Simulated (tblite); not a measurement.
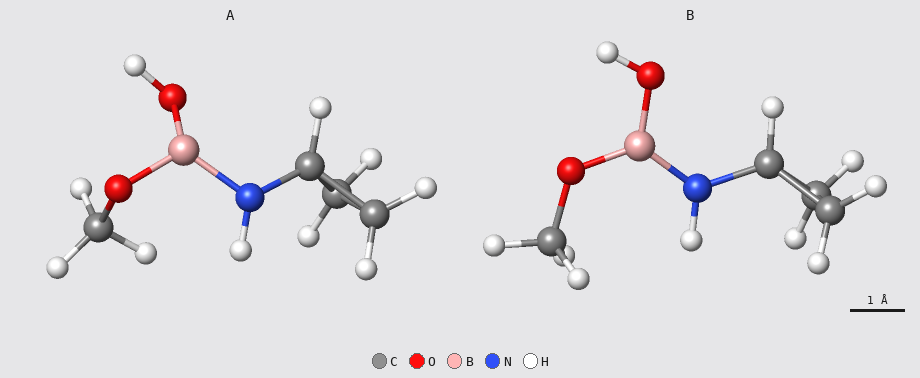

Two geometries of C4H10BNO2, drawn at one scale. One is the start of a relaxation, the other its converged end. Style: ball-and-stick. Shown face on.

The calculation used GFN2-xTB geometry optimisation, gas phase (tblite 0.8.0). 

Which one is relaxed?

Structure B is the relaxed one. After 143 geometry steps the energy has fallen by 210.5 kJ/mol. The atom that moves furthest after the best rigid fit is an H atom (1.44 Å). By element the largest moves are H 1.44 Å, O 1.08 Å, N 0.90 Å, B 0.46 Å, C 0.38 Å. Among the contacts that change: B–N 1.529 → 1.408 Å, B–O 1.484 → 1.366 Å, B–O 1.469 → 1.378 Å, C–H 1.128 → 1.081 Å. Bond angles that change, for instance: C–O–B 106.6° → 123.3°, B–N–C 113.5° → 125.3°, O–B–N 113.1° → 123.7°.
